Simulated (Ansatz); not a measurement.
# C2H6Al: a changed input and its effect

System: C2H6Al, charge +1.
Method of the first run: RHF-CCSD(T), frozen core/def2-TZVPP (Ansatz 0.2.0).

The geometry: displaced from a GFN2-xTB structure. Text and figures count atoms from 1; the logs count them from 0 in places.

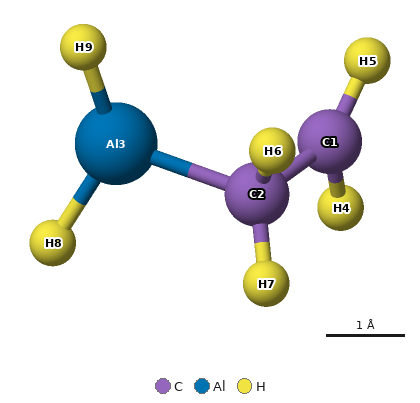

Fig. 1: The input geometry (ball-and-stick view, seen at a tilt; atoms are numbered from 1 in the order of the input). Sticks mark near contacts. Bond lengths as drawn: Al–C 1.99 Å, Al–H 1.52 to 1.60 Å, C–C 1.53 Å and C–H 1.04 to 1.22 Å.

## Input file, the first run
```yaml
crystal:
  periodic: [false, false, false]
  atoms:
    - {symbol: C, position_ang: [-0.770300, 0.875000, -0.743400]}
    - {symbol: C, position_ang: [0.556800, 0.178500, -0.440400]}
    - {symbol: Al, position_ang: [0.193400, -0.898500, 1.198600]}
    - {symbol: H, position_ang: [-1.283400, 0.136200, -1.574700]}
    - {symbol: H, position_ang: [-1.353900, 1.797000, -0.348800]}
    - {symbol: H, position_ang: [1.100900, 0.977400, -0.049000]}
    - {symbol: H, position_ang: [1.146600, -0.349100, -1.312400]}
    - {symbol: H, position_ang: [0.351700, -2.431800, 0.773400]}
    - {symbol: H, position_ang: [0.507900, -0.167100, 2.488100]}
basis:
  gaussian: {orbitals: def2-TZVPP}
total_charge: 1
correlation: {method: ccsd_t}
output: {forces: true}
```

Hardware: 4 CPU threads, shared host.

## Output (the first run)
```
Functional definition: HF
  exchange = exact_x
  correlation = 0
1090 factors; integrals over basis functions are off by at most 1.1e-3 eV
mean field evaluation 1: about -8726.4946 eV, gradient 3.4e1 eV
mean field evaluation 2: about -8726.4970 eV, gradient 3.4e1 eV
mean field evaluation 4: about -8729.7096 eV, gradient 3.6e0 eV
mean field evaluation 8: about -8729.7675 eV, gradient 1.5e-1 eV
mean field evaluation 16: about -8729.7568 eV, gradient 1.2e0 eV
mean field -8729.76780705 eV, -320.8130496599 hartree, gradient 4.2e-6 eV, S^2 0.000000; 0 other end points of the search recorded, 0 dependent functions left out
7 core orbitals not correlated: weight in the atoms' cores, before any rotation towards them, 1.000 or more for the frozen orbitals, at most 0.000 for the correlated occupied ones
reference -8729.76780705 eV, -320.8130496599 hartree; 8, 8 occupied and 173, 173 virtual orbitals, 1090 factors
second order -10.95781418 eV of doubles, -0.00000000 eV of singles
cycle   1  -11.60717174 eV  change   -6.5e-1 eV  update   1.0e-1
cycle   2  -12.00752051 eV  change   -4.0e-1 eV  update   3.6e-2
cycle   3  -12.14227605 eV  change   -1.3e-1 eV  update   2.8e-2
cycle   4  -12.13811889 eV  change    4.2e-3 eV  update   1.2e-2
cycle   5  -12.13568194 eV  change    2.4e-3 eV  update   6.1e-3
cycle   6  -12.13674310 eV  change   -1.1e-3 eV  update   2.0e-3
cycle   7  -12.13624616 eV  change    5.0e-4 eV  update   7.8e-4
cycle   8  -12.13628815 eV  change   -4.2e-5 eV  update   3.2e-4
cycle   9  -12.13639285 eV  change   -1.0e-4 eV  update   1.3e-4
cycle  10  -12.13636809 eV  change    2.5e-5 eV  update   5.8e-5
cycle  11  -12.13637032 eV  change   -2.2e-6 eV  update   2.7e-5
cycle  12  -12.13638382 eV  change   -1.4e-5 eV  update   1.1e-5
cycle  13  -12.13639106 eV  change   -7.2e-6 eV  update   5.7e-6
cycle  14  -12.13639765 eV  change   -6.6e-6 eV  update   2.4e-6
perturbative correction -0.51976912 eV, -0.0191011630 hartree
the calculation of the forces begins
Total energy: -8742.42397383 eV, -321.2781552103 hartree
Atom 0 at    -0.770300     0.875000    -0.743400 Å, force     1.172348    -4.512947    -2.297567 eV/Å
Atom 1 at     0.556800     0.178500    -0.440400 Å, force    -3.019626     3.355993    -3.994439 eV/Å
Atom 2 at     0.193400    -0.898500     1.198600 Å, force     0.674485    -1.995379     0.552837 eV/Å
Atom 3 at    -1.283400     0.136200    -1.574700 Å, force     0.456330     2.544290     1.994603 eV/Å
Atom 4 at    -1.353900     1.797000    -0.348800 Å, force     1.463900    -1.707421    -0.253480 eV/Å
Atom 5 at     1.100900     0.977400    -0.049000 Å, force     1.770052     0.939177     1.564013 eV/Å
Atom 6 at     1.146600    -0.349100    -1.312400 Å, force    -1.881621     0.399001     1.735962 eV/Å
Atom 7 at     0.351700    -2.431800     0.773400 Å, force    -0.376256     0.475850     0.124402 eV/Å
Atom 8 at     0.507900    -0.167100     2.488100 Å, force    -0.259612     0.501436     0.573670 eV/Å
Dipole moment:    -0.342485     0.373693    -0.342700 e Å
```

The input of the second run differs as follows (lines with − go, lines with + come):
```diff
-correlation: {method: ccsd_t}
+hamiltonian: {xc: r2scan, dispersion: d4}
```

How does the second run compare with the first run?

The total energies belong to different models, so their difference says nothing on which is more stable or more accurate. The largest force goes from 6.028 to 5.911 eV/Å.

## Output (the second run)
```
Functional definition: r2SCAN
  parameter k0 = 0.174
  parameter k1 = 0.065
  parameter a1 = 4.9479
  exchange = r2scan_x(k0 = k0, k1 = k1, a1 = a1)
  correlation = r2scan_c
983 factors; their error is unknown
mean field evaluation 1: about -8719.5221 eV, gradient 1.1e2 eV
mean field evaluation 2: about -8464.3767 eV, gradient 2.2e2 eV
mean field evaluation 4: about -8753.2039 eV, gradient 3.5e1 eV
mean field evaluation 8: about -8756.9775 eV, gradient 1.8e-1 eV
mean field evaluation 16: about -8756.9574 eV, gradient 1.2e-2 eV
mean field -8756.95736340 eV, -321.8122474262 hartree, gradient 1.6e-5 eV, S^2 0.000000; 0 other end points of the search recorded, 0 dependent functions left out
the calculation of the forces begins
reference -8756.95737717 eV, -321.8122479320 hartree; 15, 15 occupied and 173, 173 virtual orbitals, 983 factors
Total energy: -8756.98266540 eV, -321.8131772575 hartree
Atom 0 at    -0.770300     0.875000    -0.743400 Å, force     1.395403    -4.562774    -2.297645 eV/Å
Atom 1 at     0.556800     0.178500    -0.440400 Å, force    -3.349711     3.150517    -3.713635 eV/Å
Atom 2 at     0.193400    -0.898500     1.198600 Å, force     0.756116    -1.745214     0.348822 eV/Å
Atom 3 at    -1.283400     0.136200    -1.574700 Å, force     0.451161     2.570958     1.982640 eV/Å
Atom 4 at    -1.353900     1.797000    -0.348800 Å, force     1.445713    -1.685983    -0.270642 eV/Å
Atom 5 at     1.100900     0.977400    -0.049000 Å, force     1.760892     0.967330     1.542277 eV/Å
Atom 6 at     1.146600    -0.349100    -1.312400 Å, force    -1.858024     0.422616     1.685429 eV/Å
Atom 7 at     0.351700    -2.431800     0.773400 Å, force    -0.343241     0.394100     0.099306 eV/Å
Atom 8 at     0.507900    -0.167100     2.488100 Å, force    -0.258309     0.488450     0.623448 eV/Å
Dipole moment:    -0.336839     0.353340    -0.338672 e Å
```

## The two runs side by side

```csv
quantity,the first run,the second run
outcome,converged,converged
total energy (hartree),−321.278155,−321.813177
largest force (eV/Å),6.028,5.911
basis functions,188,188
wall time (shared host),93 s,3.2 s
```
